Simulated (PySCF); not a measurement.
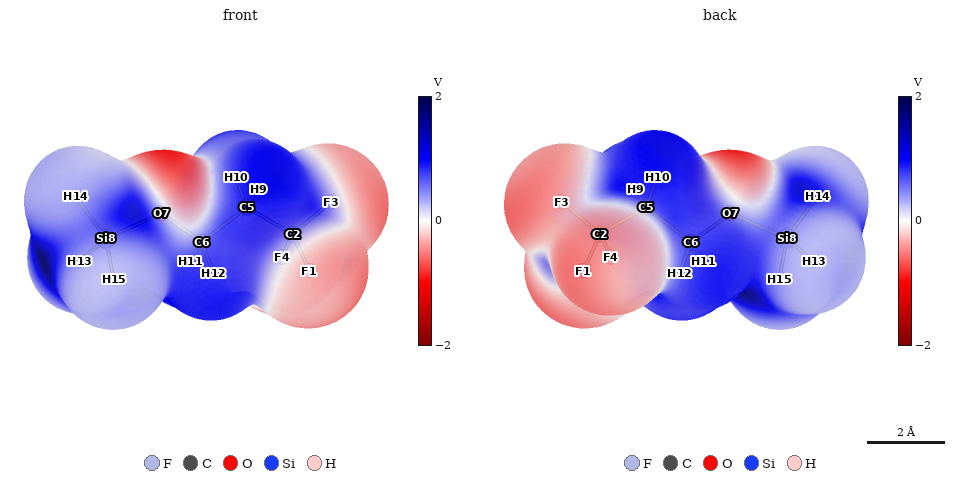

*C3H7F3OSi (SMILES FC(F)(F)CCO[SiH3]). The molecular electrostatic potential painted on the density surface at 0.002 e/bohr³, seen from the front and from behind; the colour scale runs from red (negative) to blue (positive).*

Geometry: PBE0-D3(BJ)/def2-SVP.

All numbers below come from PySCF, CAM-B3LYP/def2-SVPD, SCF density, gas phase.

```
atom    x (Å)    y (Å)    z (Å)
   F  -2.4602   1.4336   0.4235
   C  -2.4011   0.1515   0.0407
   F  -3.4614  -0.4695   0.5604
   F  -2.5385   0.1330  -1.2924
   C  -1.1177  -0.4987   0.4764
   C   0.1176   0.1709  -0.0941
   O   1.2465  -0.4960   0.4002
  Si   2.8108  -0.0393   0.0373
   H  -1.0808  -0.4724   1.5750
   H  -1.1482  -1.5539   0.1680
   H   0.0815   0.1330  -1.1994
   H   0.1247   1.2390   0.1949
   H   3.0626  -0.1441  -1.4339
   H   3.6988  -0.9671   0.7851
   H   3.0535   1.3757   0.4596
```

Question: Which sites attract a positive test charge, and which a negative one?

Answer: A positive charge is drawn to the negative regions and a negative charge to the positive ones. The most negative region (about −0.9 V) lies over O7, the most positive (about +1.6 V) over Si8.
